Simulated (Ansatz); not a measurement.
# FGaH5N···H2O: what the fields show

Input file:

```
crystal:
  periodic: [false, false, false]
  atoms:
    - { symbol: Ga, position_ang: [0.715555, -1.970813, -0.102702] }
    - { symbol: F, position_ang: [1.746249, -0.779891, 0.7413] }
    - { symbol: H, position_ang: [1.185652, -2.262637, -1.560839] }
    - { symbol: H, position_ang: [-0.296604, -2.66248, 0.859634] }
    - { symbol: H, position_ang: [-0.850206, 1.134961, -0.355249] }
    - { symbol: "N", position_ang: [-1.299332, 0.395099, -0.897627] }
    - { symbol: H, position_ang: [1.321364, 1.349905, 0.809126] }
    - { symbol: O, position_ang: [0.680223, 2.037359, 1.048896] }
    - { symbol: H, position_ang: [-1.3109, 0.693818, -1.870362] }
    - { symbol: H, position_ang: [-2.266622, 0.326964, -0.587703] }
    - { symbol: H, position_ang: [0.374621, 1.737716, 1.915626] }
basis:
  gaussian: { orbitals: def2-SVP }
hamiltonian:
  xc: pbe0
  dispersion: d4
relax:
  f_tol: 0.03
  max_steps: 50
output:
  orbitals: {}
```

Command:

```sh
ansatz run input.yaml --threads 2 --pin off --max-ram 3072MiB --backend cpu --events-out ev --progress --plain --runs-dir out
```

The fields are those of the relaxed geometry.

The calculation used RKS PBE0-D4/def2-SVP (Ansatz).

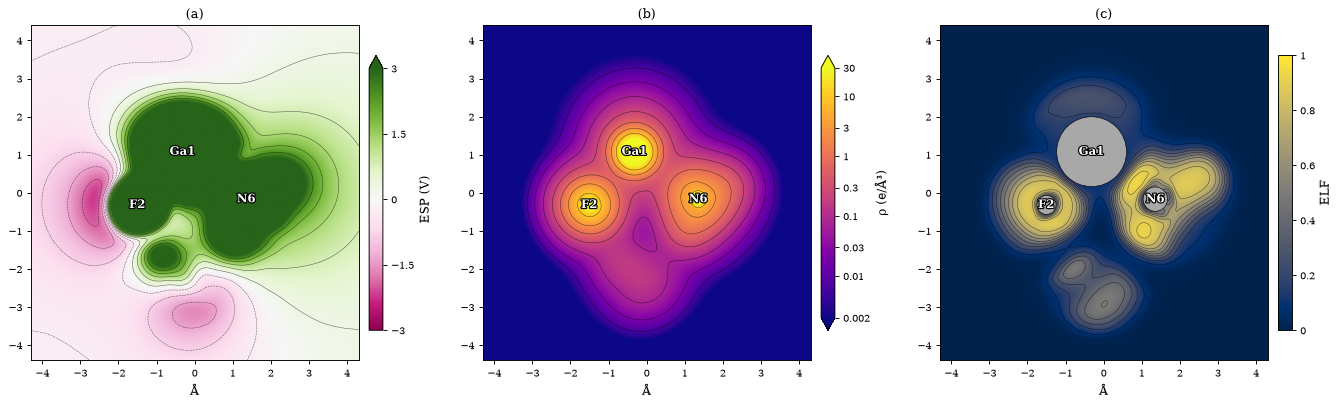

Figure 1. (a) molecular electrostatic potential; (b) total electron density; (c) ELF on the plane of atoms F2, Ga1 and N6. Grey discs cover the atomic cores in the ELF map.

Question: Interpret the plot.

Answer:
- The section cuts through Ga, F and N sites.
- Ga–F (1.83 Å): the density is about 0.68 e/Å³ at the midpoint; the ELF peaks at about 0.80 in the valence shell of F, 0.5 Å from its nucleus, and is about 0.15 at the midpoint.
- Ga–N (2.09 Å): ρ is about 0.52 e/Å³ halfway; the ELF peaks at about 0.95 in the valence shell of N, 0.7 Å from its nucleus, and is about 0.35 at the midpoint.
- The ELF also peaks beside F2, away from the bonds: lone-pair regions.
- Outside the dense part of the complex the potential is most negative (−2.2 V) near F2.

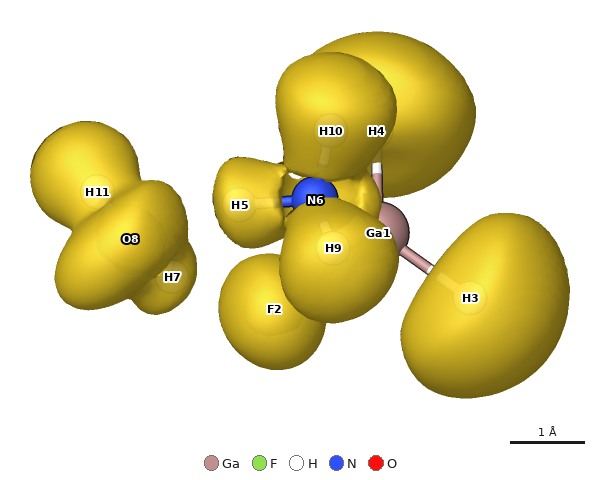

Figure 2. Isosurface of the electron localisation function at 0.75 (yellow), seen from one side. Core shells and regions of very low density are left out.

Question: Where are the electrons localised?

Answer: The ELF exceeds this value in two regions around hydrogen nuclei, one region wrapped around F (its valence shell), one joined region spread over several atoms (H, N), in which their bonds and any lone pairs are merged and one joined region spread over several atoms (H, O), in which their bonds and any lone pairs are merged.


F2···H7 (1.66 Å): the ELF dips to about 0.15 between them (a closed-shell contact with the geometry of a hydrogen bond).

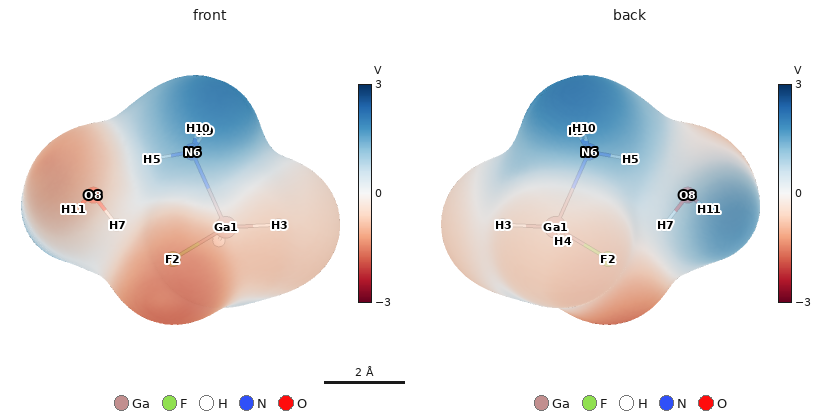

Figure 3. The electrostatic potential painted on the density surface at 0.001 e/bohr³, seen from the front and from behind; red is negative and blue positive.

Question: Describe the electrostatic potential map.

Answer: The most negative region (about −1.7 V) lies over F2, the most positive (about +2.1 V) over H10.

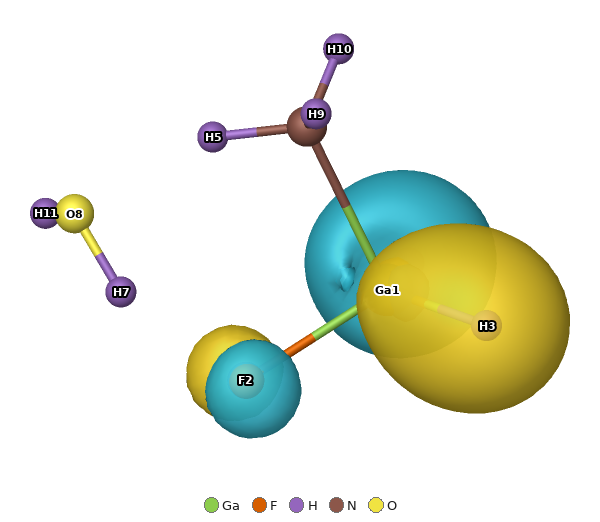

Figure 4. The HOMO at ±0.15 Å⁻³ᐟ² (yellow and cyan are the two phases), seen at a tilt.

Question: What is the character of this orbital?

Answer: By Hirshfeld shares it lies mainly on Ga1 (about 30 %), H4 (about 30 %), H3 (about 25 %) and F2 (about 10 %). Its energy is −7.84 eV.
